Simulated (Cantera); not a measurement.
Feed: 1 mol trisilylamine, 0.33 mol N2, equilibrated at 1498 K.

These are equilibrium values from Cantera (NASA tables, ideal gas, pure condensed phases), not measurements of a reactor. Candidate condensed phases: Si, Si3N4; 18 gas species. The feed counts by its element totals alone. Mutual solubility and eutectic melting of coexisting phases are not modelled. Kinetics and transport are ignored.

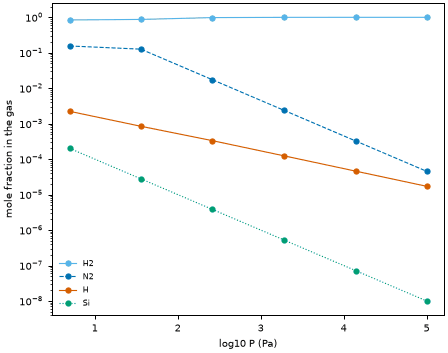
*Equilibrium gas composition (values under 1e-9 drawn at 1e-9)*

Task: Read off the mole fractions at 5.00 Pa.

Result: H2 about 0.84, N2 about 0.16, H about 0.0022, Si about 0.00020.
